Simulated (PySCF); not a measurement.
# GeH$_{3}$I, SMILES `I[GeH3]`: electronic structure

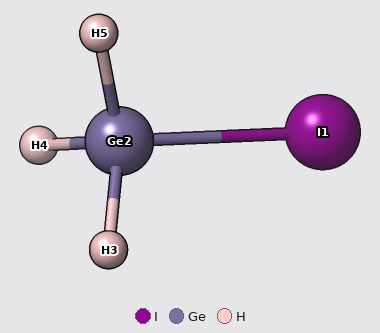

The molecule, with its atoms numbered as below. No frequency check shows the geometry to be a minimum.

Geometry (Å), atoms numbered from 1:

```
I1      -1.0001   -0.0000    0.0000
Ge2      1.4755    0.0000    0.0001
H3       1.9287   -1.1317   -0.8693
H4       1.9325   -0.1878    1.4093
H5       1.9287    1.3189   -0.5453
```

Part 1: Bonding charge

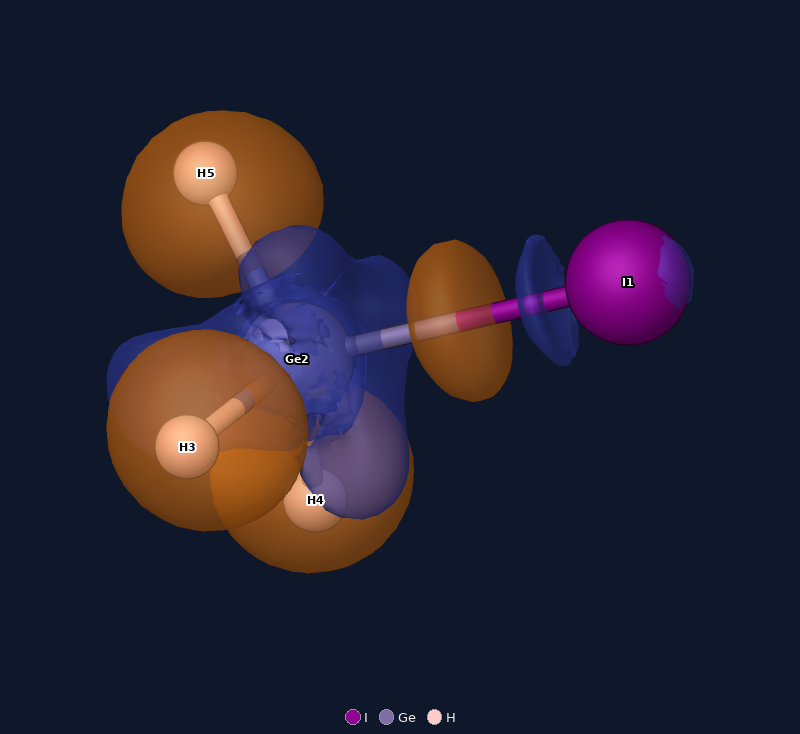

Deformation density (molecule less spherical, spin-averaged free atoms at the same positions), surfaces at ±0.06 e/Å³; orange: gain, blue: loss.

Method: ωB97X/def2-TZVP; geometry: GFN2-xTB; program: PySCF. Core potentials replace the inner electrons of I; spin–orbit coupling isn't included.

> How much density has each bond gained at its critical point, relative to the free atoms?

Ge2–H4: +0.30 e/Å³ at the bond critical point (bond length 1.49 Å, Mayer order 0.9). Ge2–H5 and Ge2–H3: +0.30 e/Å³ at the bond critical point (bond length 1.50 Å, Mayer order 0.9). I1–Ge2: +0.12 e/Å³ at the bond critical point (bond length 2.48 Å, Mayer order 1.1). In all, 1.2 electrons gather in the regions of gain relative to the promolecule. A small or negative value marks a very polar bond, one between electron-rich atoms, whose free-atom densities already overlap strongly, a long bond to a heavier atom, or a closed-shell contact such as a hydrogen bond.

> Where do the Hirshfeld charges lie?

The highest Hirshfeld charge is on Ge2 (+0.29 e), the lowest on I1 (−0.11 e).

Part 2: Bond critical points

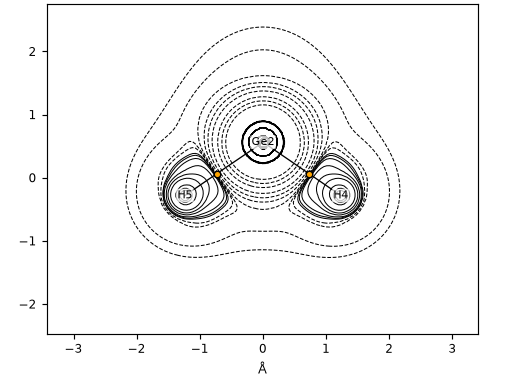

Negative Laplacian of the density (−∇²ρ) in the plane of Ge2, H4 and H5 (solid lines positive, dashed lines negative, contours at ±0.02 to ±8 a.u.), with bond paths and bond critical points (dots).

> Sort the bonds in the plane by the sign of ∇²ρ at their critical points.

At none is it concentrated. Depleted (∇²ρ > 0): Ge2–H4 (+0.08 a.u., H = −0.089); Ge2–H5 (+0.08 a.u., H = −0.088).

> Where along Ge2–H4 does the critical point lie?

0.89 Å from Ge2 and 0.61 Å from H4.

Part 3: Local ionisation energy

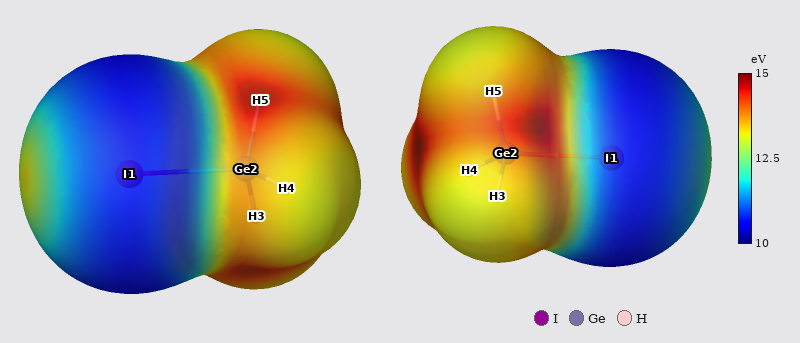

Average local ionisation energy on the surface of electron density 0.001 a.u. (back view left, front view right).

> Where are the most loosely bound electrons on this surface?

The lowest value is 10.6 eV, 2.5 Å from I1, and at like points elsewhere. Further minima include 13.1 eV, 1.5 Å from H3, and at like points elsewhere. For comparison, the highest occupied orbital lies at −9.8 eV.

Part 4: In an electric field

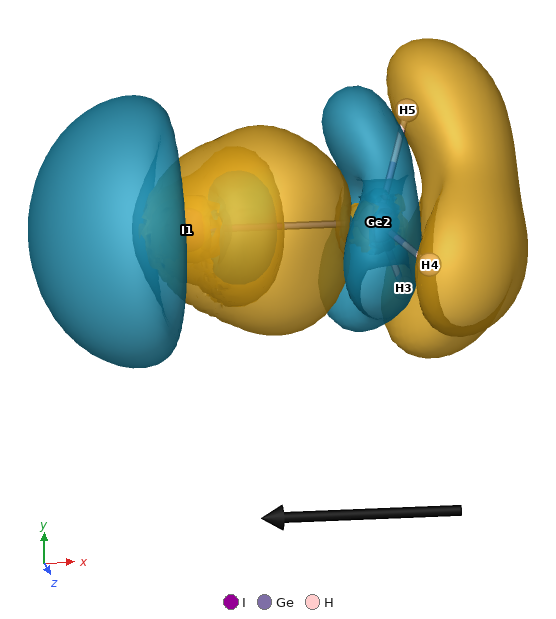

Change of the electron density in a uniform field of 0.21 V/Å along −x (arrow), surfaces at ±0.001 e/Å³ (yellow: gain, teal: loss).

Computed with PySCF, ωB97X/def2-TZVP, geometry: GFN2-xTB. Core potentials replace the inner electrons of I; spin–orbit coupling isn't included. A basis without diffuse functions makes polarisabilities too small.

The field was applied in both directions; the picture shows the one opposite to the script's first.

> How large is the response?

The induced dipole is 0.81 D (along the field); α along this axis, from the fields in both directions, is 80 bohr³ (11.8 Å³).

The PySCF runs shown took 14 s and 28 s on 1 thread of Arm Neoverse V2, with other jobs on the host.
